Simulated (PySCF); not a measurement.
Molecule: B(H)(OSiH3)2, SMILES [SiH3]OBO[SiH3] (H₇BO₂Si₂), singlet. Atoms near the plane z = 0.6 Å, at the B3LYP/def2-SVP optimised geometry (x, y, z in Å): B1 (-1.3, 1.0, 0.8), H2 (-1.4, 2.2, 0.4), O8 (-0.6, 0.2, 0.0), Si9 (0.0, -1.4, 0.0), H10 (1.4, -1.4, 0.0), H12 (-0.5, -2.2, 1.2).

Computed with B3LYP/def2-TZVP in PySCF. Cells within 0.4 Å of a nucleus heavier than hydrogen are left out (blank, or x). The values are rescaled to run from 0 to 1.

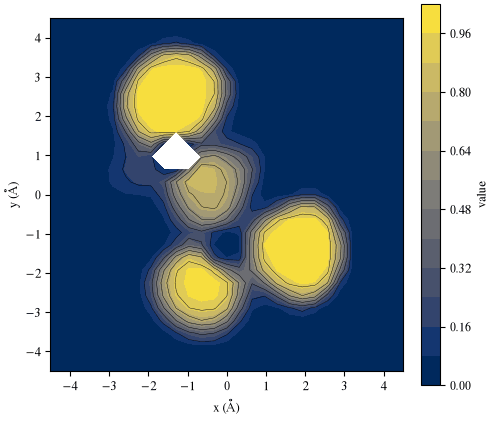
Fig. 1. a field on the plane z = 0.6 Å.

**Question.** Which quantity is mapped?
(A) electron localisation function
(B) an orbital amplitude
(C) Laplacian of the electron density
(D) log10 of the electron density

**Answer.** A, electron localisation function
